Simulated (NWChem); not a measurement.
# BH2SCl (SMILES SBCl): MN15-L/6-311G(d)

Aim: the vertical ionisation energy of BH2SCl at MN15-L/6-311G*, from 2 runs. 

The calculation is run with NWChem 7.3.0.

## (1) The molecule

The species is BH2SCl (5 atoms), meant as a singlet with charge 0. SMILES: `SBCl`. The coordinates come from a PBE0-D4/def2-TZVP relaxation. This is one conformer, not always the lowest.

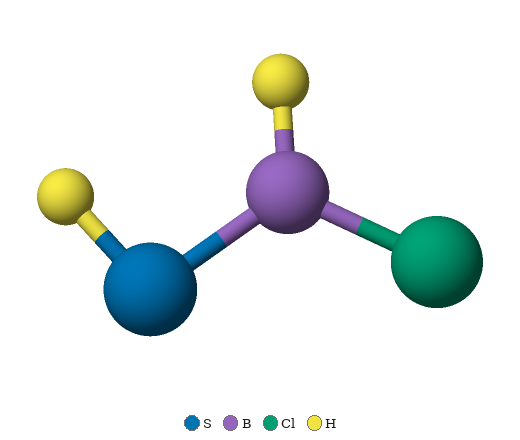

The structure, seen from a chosen angle (sulfur blue, boron purple, chlorine teal, hydrogen yellow).

## (2) The energy at MN15-L/6-311G(d)

a.nw reads:

```
START a
memory total 2200 mb
charge 0

GEOMETRY units angstrom noautosym nocenter noautoz
  S     -1.294500    -0.008800    -0.323500
  B      0.402900    -0.217800     0.164700
  Cl     0.888700    -1.738900     0.868900
  H     -1.157600     1.248200    -0.777100
  H      1.210400     0.643400     0.025700
END

BASIS spherical bse
  S library 6-311G*
  B library 6-311G*
  Cl library 6-311G*
  H library 6-311G*
END

DFT
  xc mn15-l
  grid medium
  convergence energy 1e-05
  direct
  print medium
END

TASK dft energy
```

Launch:

```console
nwchem a.nw > a.out
```

The program printed (excerpt; [...] marks lines left out):

```text
[...]
          Wavefunction type:  closed shell.
          No. of atoms     :     5
          No. of electrons :    40
[...]
          Charge           :     0
          Spin multiplicity:     1
[...]
          AO basis - number of functions:    76
[...]
              XC Information
              --------------
                       MN15-L Method XC Functional
                        MN15-L Exchange Functional  1.000
                      MN15-L Correlation Potential  1.000
[...]
 d= 0,ls=0.0,diis     1   -884.3473039277 -1.00D+03  1.20D-02  1.02D+01     1.0
[...]
 d= 0,ls=0.0,diis     9   -884.4120000064 -3.25D-07  1.40D-06  1.04D-08     6.8
         Total DFT energy =     -884.412000006430
      One electron energy =    -1449.204452139952
           Coulomb energy =      507.454773332331
    Exchange-Corr. energy =      -58.641761071372
 Nuclear repulsion energy =      115.979439872563
[...]
```

Run time: 7.5 s. Hardware: 1 thread of Intel Xeon at 2.60GHz (Ice Lake), shared host; peak memory 0.26 GiB.

## (3) The doublet cation at the same level

input.nw reads:

```
start input
title "BClH2S"
memory stack 880 mb heap 220 mb global 1100 mb
charge 1
geometry noautosym nocenter
  zmatrix
    S
    B 1 r2
    Cl 2 r3 1 a3
    H 1 r4 2 a4 3 d4
    H 2 r5 3 a5 1 d5
  variables
    r2 1.778535
    r3 1.745177
    a3 118.61062
    r4 1.343333
    a4 96.04945
    d4 -179.96488
    r5 1.188715
    a5 119.31073
    d5 -179.99136
  end
end
basis spherical bse
  * library 6-311G*
end
dft
  xc mn15-l
  mult 2
  grid medium
  convergence energy 1e-05
  direct
  iterations 150
end
task dft energy
```

Launch:

```console
nwchem input.nw > input.out
```

The program printed (excerpt; [...] marks lines left out):

```text
[...]
          Wavefunction type:  spin polarized.
          No. of atoms     :     5
          No. of electrons :    39
[...]
          Charge           :     1
          Spin multiplicity:     2
[...]
          AO basis - number of functions:    76
[...]
              XC Information
              --------------
                       MN15-L Method XC Functional
                        MN15-L Exchange Functional  1.000
                      MN15-L Correlation Potential  1.000
[...]
 d= 0,ls=0.0,diis     1   -883.7474930307 -1.00D+03  1.38D-02  2.84D+00     1.3
[...]
 d= 0,ls=0.5,diis    33   -884.0156742483 -2.84D-06  1.32D-06  6.88D-06    33.1
[...]
         Total DFT energy =     -884.015676542447
      One electron energy =    -1438.713561378094
           Coulomb energy =      497.045915397012
    Exchange-Corr. energy =      -58.327486125713
 Nuclear repulsion energy =      115.979455564349
[...]
      <S2> =      0.7603 (Exact =     0.7500)
[...]
```

Wall time 35 s (1 thread of Intel Xeon at 2.60GHz (Ice Lake), shared host); peak memory 0.26 GiB.

## (4) What came out

Level: MN15-L/6-311G*.

| quantity | value |
| --- | --- |
| singlet BH2SCl: total energy | -884.41200 Eh |
| singlet BH2SCl: dipole moment | 1.83 D |
| singlet BH2SCl: HOMO energy | -7.71 eV |
| singlet BH2SCl: LUMO energy | -1.84 eV |
| singlet BH2SCl: HOMO–LUMO gap | 5.87 eV |
| doublet cation: total energy | -884.01568 Eh |
| doublet cation: HOMO energy (highest over α and β) | -14.05 eV |
| doublet cation: LUMO energy (lowest over α and β) | -13.64 eV |
| doublet cation: ⟨S²⟩ | 0.760 |
| vertical ionisation energy (to the doublet cation) | 10.785 eV |

In words: The vertical ionisation energy comes to 10.78 eV (249 kcal/mol). The negative HOMO energy of the first species, 7.71 eV, lies 3.08 eV below that difference.
